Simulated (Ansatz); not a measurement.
# quartet CH4Ga: levels of theory compared

Wanted: a comparison of 6 runs (UB3LYP/6-31G*, UB2PLYP/aug-cc-pVDZ, UBLYP/aug-cc-pVDZ, UCAM-B3LYP/aug-cc-pVDZ, UPBE/aug-cc-pVDZ) of quartet CH4Ga. 

Program for the calculation: Ansatz 0.2.0.

35 further runs of the same task are left out: 35 set aside as unsound or not needed. Runs told in other sessions of the task aren't counted.

**1. The system as given**

The species is CH4Ga (6 atoms), meant as a quartet with charge 0. As SMILES of the parent species, `[CH3][GaH]`. Geometry: relaxed at PBE0-D4/def2-TZVP. That shape belongs to the parent species and isn't relaxed for this state.

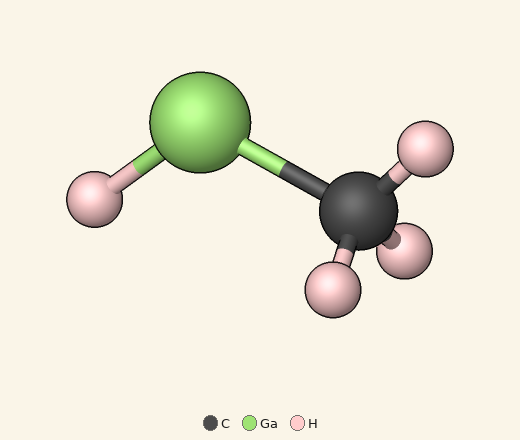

Viewed from a chosen angle; carbon dark grey, gallium green, hydrogen pink.

**2. A single-point energy at UB3LYP/6-31G(d) (spherical functions) (run 1)**

File run.yaml:

```yaml
basis:
  gaussian: {orbitals: 6-31G_st_-spherical.json}
crystal:
  periodic: [false, false, false]
  atoms:
    - {symbol: C, position_ang: [-0.029300, -0.418300, -0.518000]}
    - {symbol: Ga, position_ang: [0.685700, 0.372600, 1.162100]}
    - {symbol: H, position_ang: [0.574700, -1.243100, -0.892900]}
    - {symbol: H, position_ang: [-1.046400, -0.775600, -0.328700]}
    - {symbol: H, position_ang: [-0.085700, 0.364700, -1.280300]}
    - {symbol: H, position_ang: [-0.056900, 1.635600, 1.811600]}
magnetization: {spin_polarized: true, initial_magnetization: 3}
hamiltonian: {xc: {name: B3LYP}}
accuracy: high
output: {orbitals: {seedname: orbitals}}
```

The basis set 6-31G* is read from a file made from the Basis Set Exchange's data (not shown).

The run is started by

```sh
ansatz run run.yaml --threads 1 --pin off --max-ram 2610MiB --events-out events.jsonl --progress --plain --runs-dir runs
```

Log:

```text
Warning: RAYON_NUM_THREADS=1 ignored (pool sized by the plan → 1); use --threads N
Functional definition: B3LYP
  name "B3LYP"
  parameter a0 = 0.2
  parameter ax = 0.72
  parameter ac = 0.81
  exchange = (1 - a0 - ax)*slater_x + ax*b88_x + a0*exact_x
  correlation = (1 - ac)*vwn_rpa_c + ac*lyp_c
1154 factors; integrals over basis functions are off by at most 4.3e-9 eV
mean field evaluation 1: about -53465.0109 eV, gradient 2.7e1 eV
mean field evaluation 2: about -53461.7455 eV, gradient 3.5e1 eV
mean field evaluation 4: about -53468.1719 eV, gradient 1.8e0 eV
mean field evaluation 8: about -53468.2883 eV, gradient 1.2e-1 eV
mean field evaluation 16: about -53468.2884 eV, gradient 9.9e-5 eV
mean field -53468.28843780 eV, -1964.9233579815 hartree, gradient 4.1e-8 eV, S^2 3.757376; 0 other end points of the search recorded, 0 dependent functions left out
reference -53468.28847357 eV, -1964.9233592961 hartree; 22, 19 occupied and 32, 35 virtual orbitals, 1154 factors
Total energy: -53468.28847357 eV, -1964.9233592961 hartree
```

Wall time 6.6 s (1 thread of Arm Neoverse V2, shared host); peak memory 0.22 GiB.

**3. The energy at UB3LYP/6-31G(d) (Cartesian functions) (run 2)**

File molecule.yaml:

```yaml
crystal:
  periodic: [false, false, false]
  atoms:
    - {symbol: C, position_ang: [-0.029300, -0.418300, -0.518000]}
    - {symbol: Ga, position_ang: [0.685700, 0.372600, 1.162100]}
    - {symbol: H, position_ang: [0.574700, -1.243100, -0.892900]}
    - {symbol: H, position_ang: [-1.046400, -0.775600, -0.328700]}
    - {symbol: H, position_ang: [-0.085700, 0.364700, -1.280300]}
    - {symbol: H, position_ang: [-0.056900, 1.635600, 1.811600]}
basis:
  gaussian: {orbitals: "6-31G*"}
hamiltonian: {xc: {name: B3LYP}}
accuracy: high
output: {orbitals: {seedname: orbitals}}
magnetization: {spin_polarized: true, initial_magnetization: 3}
```

The run is started by

```sh
ansatz run molecule.yaml --threads 1 --pin off --max-ram 2610MiB --events-out events.jsonl --progress --plain --runs-dir runs
```

Log, shortened:

```text
Warning: RAYON_NUM_THREADS=1 ignored (pool sized by the plan → 1); use --threads N
[... 7 set-up lines as earlier in the session ...]
1173 factors; integrals over basis functions are off by at most 4.5e-9 eV
mean field evaluation 1: about -53465.1839 eV, gradient 2.7e1 eV
mean field evaluation 2: about -53461.9090 eV, gradient 3.5e1 eV
mean field evaluation 4: about -53468.3378 eV, gradient 1.6e0 eV
mean field evaluation 8: about -53468.4366 eV, gradient 1.1e-1 eV
mean field evaluation 16: about -53468.4367 eV, gradient 8.9e-5 eV
mean field -53468.43671612 eV, -1964.9288071092 hartree, gradient 4.3e-8 eV, S^2 3.757378; 0 other end points of the search recorded, 0 dependent functions left out
reference -53468.43675184 eV, -1964.9288084219 hartree; 22, 19 occupied and 36, 39 virtual orbitals, 1173 factors
Total energy: -53468.43675184 eV, -1964.9288084219 hartree
```

Run time: 6.3 s. Hardware: 1 thread of Arm Neoverse V2, shared host; peak memory 0.22 GiB.

Run 3 isn't shown in full; the table further down has it.

**4. A single-point energy at UBLYP/aug-cc-pVDZ (run 4)**

Edit run.yaml of step 2 so:

```diff
@@ -1,3 +1 @@
-basis:
-  gaussian: {orbitals: 6-31G_st_-spherical.json}
 crystal:
@@ -11,4 +9,11 @@
     - {symbol: H, position_ang: [-0.056900, 1.635600, 1.811600]}
-magnetization: {spin_polarized: true, initial_magnetization: 3}
-hamiltonian: {xc: {name: B3LYP}}
+basis:
+  gaussian:
+    orbitals: aug-cc-pVDZ
+total_charge: 0
+magnetization:
+  spin_polarized: true
+  initial_magnetization: 3
+hamiltonian:
+  xc: {name: BLYP}
 accuracy: high
```

The run is started by

```sh
ansatz run run.yaml --threads 1 --pin off --max-ram 2610MiB --events-out events.jsonl --progress --plain --runs-dir runs
```

Log:

```text
Warning: RAYON_NUM_THREADS=1 ignored (pool sized by the plan → 1); use --threads N
Functional definition: BLYP
  name "BLYP"
  parameter beta = 0.0042
  parameter a = 0.04918
  parameter b = 0.132
  parameter c = 0.2533
  parameter d = 0.349
  exchange = b88_x(beta = beta)
  correlation = lyp_c(a = a, b = b, c = c, d = d)
1881 factors; integrals over basis functions are off by at most 4.4e-9 eV
mean field evaluation 1: about -53462.6553 eV, gradient 4.8e1 eV
mean field evaluation 2: about -53412.0653 eV, gradient 8.1e1 eV
mean field evaluation 4: about -53473.0692 eV, gradient 1.2e1 eV
mean field evaluation 8: about -53474.7357 eV, gradient 1.3e-1 eV
mean field evaluation 16: about -53474.7362 eV, gradient 1.3e-5 eV
mean field -53474.73620345 eV, -1965.1603089989 hartree, gradient 6.6e-8 eV, S^2 3.754563; 1 other end points of the search recorded, 0 dependent functions left out
reference -53474.73625604 eV, -1965.1603109313 hartree; 22, 19 occupied and 73, 76 virtual orbitals, 1881 factors
Total energy: -53474.73625604 eV, -1965.1603109313 hartree
```

It took 12 s on 1 thread of Arm Neoverse V2, shared host; peak memory 0.29 GiB.

Run 5 isn't shown in full; the table further down has it.

**5. A single-point energy at UPBE/aug-cc-pVDZ (run 6)**

File run.yaml:

```yaml
crystal:
  periodic: [false, false, false]
  atoms:
    - symbol: C
      position_ang: [-0.029300, -0.418300, -0.518000]
    - symbol: Ga
      position_ang: [0.685700, 0.372600, 1.162100]
    - symbol: H
      position_ang: [0.574700, -1.243100, -0.892900]
    - symbol: H
      position_ang: [-1.046400, -0.775600, -0.328700]
    - symbol: H
      position_ang: [-0.085700, 0.364700, -1.280300]
    - symbol: H
      position_ang: [-0.056900, 1.635600, 1.811600]
basis:
  gaussian: {orbitals: aug-cc-pVDZ}
magnetization: {spin_polarized: true, initial_magnetization: 3}
hamiltonian: {xc: {name: PBE}}
accuracy: high
output: {orbitals: {seedname: orbitals}}
```

The run is started by

```sh
ansatz run run.yaml --threads 1 --pin off --max-ram 2610MiB --events-out events.jsonl --progress --plain --runs-dir runs
```

Log:

```text
Warning: RAYON_NUM_THREADS=1 ignored (pool sized by the plan → 1); use --threads N
Functional definition: PBE
  name "PBE"
  parameter kappa = 0.804
  parameter beta = 0.06672455060314922
  exchange = pbe_x(kappa = kappa, mu = beta*pi^2/3)
  correlation = pbe_c(beta = beta)
1881 factors; integrals over basis functions are off by at most 4.4e-9 eV
mean field evaluation 1: about -53452.7524 eV, gradient 4.6e1 eV
mean field evaluation 2: about -53406.1214 eV, gradient 7.9e1 eV
mean field evaluation 4: about -53462.6768 eV, gradient 1.1e1 eV
mean field evaluation 8: about -53464.0794 eV, gradient 1.8e-1 eV
mean field evaluation 16: about -53464.0798 eV, gradient 8.0e-6 eV
mean field -53464.07982301 eV, -1964.7686942409 hartree, gradient 3.9e-8 eV, S^2 3.754549; 1 other end points of the search recorded, 0 dependent functions left out
reference -53464.07983112 eV, -1964.7686945388 hartree; 22, 19 occupied and 73, 76 virtual orbitals, 1881 factors
Total energy: -53464.07983112 eV, -1964.7686945388 hartree
```

Run time: 11 s. Hardware: 1 thread of Arm Neoverse V2, shared host; peak memory 0.29 GiB.

**6. All runs side by side**

| run | level | Cartesian functions | frozen core orbitals | energy (Eh) | HOMO energy (eV) | ⟨S²⟩ | wall time |
| --- | --- | --- | --- | --- | --- | --- | --- |
| 1 | UB3LYP/6-31G* (spherical functions) | no | – | -1964.923359 | -3.27 | 3.757 | 6.6 s |
| 2 | UB3LYP/6-31G* (Cartesian functions) | yes | – | -1964.928808 | -3.27 | 3.757 | 6.3 s |
| 3 | UB2PLYP/aug-cc-pVDZ | no | 10 | -1964.656758 | -4.23 | 3.768 | 17 s |
| 4 | UBLYP/aug-cc-pVDZ | no | – | -1965.160311 | -2.56 | 3.755 | 12 s |
| 5 | UCAM-B3LYP/aug-cc-pVDZ | no | – | -1965.204703 | -4.62 | 3.761 | 17 s |
| 6 | UPBE/aug-cc-pVDZ | no | – | -1964.768695 | -2.84 | 3.755 | 11 s |

**7. What came out**

| quantity | value |
| --- | --- |
| run 6: total energy | -1964.76869 Eh |
| run 6: HOMO energy (highest over α and β) | -2.84 eV |
| run 6: ⟨S²⟩ | 3.755 |

Totals of different functionals can't be ranked against each other. All runs together took 69 s, the longest 17 s.
